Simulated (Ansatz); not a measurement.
**GeH5 radical: functionals against CCSD(T) at one geometry**

Aim: energy, forces and dipole at a displaced guess of a reacting structure, from CCSD(T) and from density functionals.

The runs use Ansatz 0.2.0, Gaussian basis; single points in def2-TZVPP.

Cores are frozen in the correlated methods. Filled d shells of the heavier atoms are correlated. Orbitals are unrestricted. B3LYP uses VWN-RPA correlation.

### 1 The system as given

6 atoms, charge 0, spin multiplicity 2.

Atoms are counted from 1 here; the program's logs count them from 0.

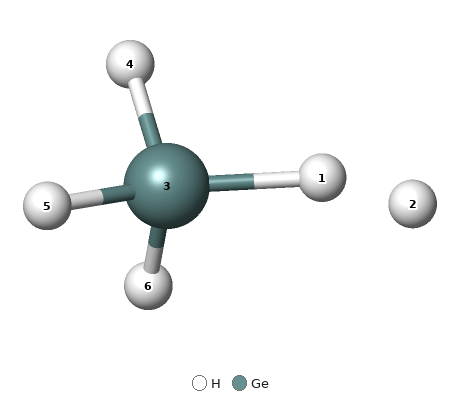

As it starts; hydrogen white, germanium teal; atoms are numbered from 1 in the order of the file.

As a file:

```tsv
atom	x (Å)	y (Å)	z (Å)
H1	-1.0607	-0.2096	1.0347
H2	-1.6468	-0.8829	1.8185
Ge3	0.1254	0.2436	-0.4109
H4	1.3256	1.3699	0.4991
H5	0.3861	0.7285	-2.0742
H6	0.9791	-1.1727	-0.4763
```

### 2 CCSD(T)/def2-TZVPP

The input, run/in.yaml:

```yaml
crystal:
  periodic: [false, false, false]
  atoms:
    - {symbol: H, position_ang: [-1.060700, -0.209600, 1.034700]}
    - {symbol: H, position_ang: [-1.646800, -0.882900, 1.818500]}
    - {symbol: Ge, position_ang: [0.125400, 0.243600, -0.410900]}
    - {symbol: H, position_ang: [1.325600, 1.369900, 0.499100]}
    - {symbol: H, position_ang: [0.386100, 0.728500, -2.074200]}
    - {symbol: H, position_ang: [0.979100, -1.172700, -0.476300]}
basis:
  gaussian: {orbitals: def2-TZVPP}
magnetization: {spin_polarized: true, initial_magnetization: 1}
correlation: {method: ccsd_t}
scf: {omitted_lower_state_checks: [cluster_reference]}
output: {forces: true}
```

The command line of these runs was not kept.

### 3 PBE0-D4/def2-TZVPP

Edit run/in.yaml of step 2 so:

```diff
@@ -12,4 +12,3 @@
 magnetization: {spin_polarized: true, initial_magnetization: 1}
-correlation: {method: ccsd_t}
-scf: {omitted_lower_state_checks: [cluster_reference]}
-output: {forces: true}
+hamiltonian: {xc: pbe0, dispersion: d4}
+output: {forces: true, orbitals: {seedname: orbitals}}
```

### 4 wB97M-V/def2-TZVPP

Edit run/in.yaml of step 3 so:

```diff
@@ -12,3 +12,3 @@
 magnetization: {spin_polarized: true, initial_magnetization: 1}
-hamiltonian: {xc: pbe0, dispersion: d4}
-output: {forces: true, orbitals: {seedname: orbitals}}
+hamiltonian: {xc: {name: wB97M-V}}
+output: {forces: true}
```

### 5 r2SCAN-D4/def2-TZVPP

Edit run/in.yaml of step 4 so:

```diff
@@ -12,3 +12,3 @@
 magnetization: {spin_polarized: true, initial_magnetization: 1}
-hamiltonian: {xc: {name: wB97M-V}}
+hamiltonian: {xc: r2scan, dispersion: d4}
 output: {forces: true}
```

### 6 PBE-D4/def2-TZVPP

Edit run/in.yaml of step 5 so:

```diff
@@ -12,3 +12,3 @@
 magnetization: {spin_polarized: true, initial_magnetization: 1}
-hamiltonian: {xc: r2scan, dispersion: d4}
+hamiltonian: {xc: pbe, dispersion: d4}
 output: {forces: true}
```

### 7 B3LYP-D4/def2-TZVPP

Edit run/in.yaml of step 6 so:

```diff
@@ -12,3 +12,3 @@
 magnetization: {spin_polarized: true, initial_magnetization: 1}
-hamiltonian: {xc: pbe, dispersion: d4}
+hamiltonian: {xc: {name: B3LYP}, dispersion: d4}
 output: {forces: true}
```

### 8 B97M-V/def2-TZVPP

Edit run/in.yaml of step 7 so:

```diff
@@ -12,3 +12,3 @@
 magnetization: {spin_polarized: true, initial_magnetization: 1}
-hamiltonian: {xc: {name: B3LYP}, dispersion: d4}
+hamiltonian: {xc: {name: B97M-V}}
 output: {forces: true}
```

(Steps that only read results are left out.)

Before running it: what results should come out? Wanted: energy less free atoms, CCSD(T)/def2-TZVPP; RMS force component; RMS force error; HOMO and LUMO, PBE0-D4; T1 diagnostic.

As calculated:

```
                                  quantity                                                                                           value
energy less free atoms, CCSD(T)/def2-TZVPP                                                                                 -254.6 kcal/mol
                       RMS force component                                                            1.333 to 1.572 eV/Å over the methods
                           RMS force error  PBE0-D4 0.071, wB97M-V 0.063, r2SCAN-D4 0.111, PBE-D4 0.208, B3LYP-D4 0.119, B97M-V 0.171 eV/Å
                    HOMO and LUMO, PBE0-D4                                                                              -7.10 and -3.98 eV
                             T1 diagnostic                                                                                           0.024
```

In words: Against CCSD(T) the functionals' energies less atoms differ by -15.4 to 0.0 kcal/mol, PBE-D4 by -7.2 kcal/mol. The reference is not at the basis limit: in triple zeta CCSD(T) underbinds, which counts against methods that bind more; the gaps are no ranking. The forces of wB97M-V come nearest to CCSD(T), those of PBE-D4 are farthest. Frozen-core CCSD(T) forces in triple zeta carry basis errors of their own, and this is one geometry, so small gaps rank nothing. The unrestricted reference is spin-contaminated, which hurts MP2 most.
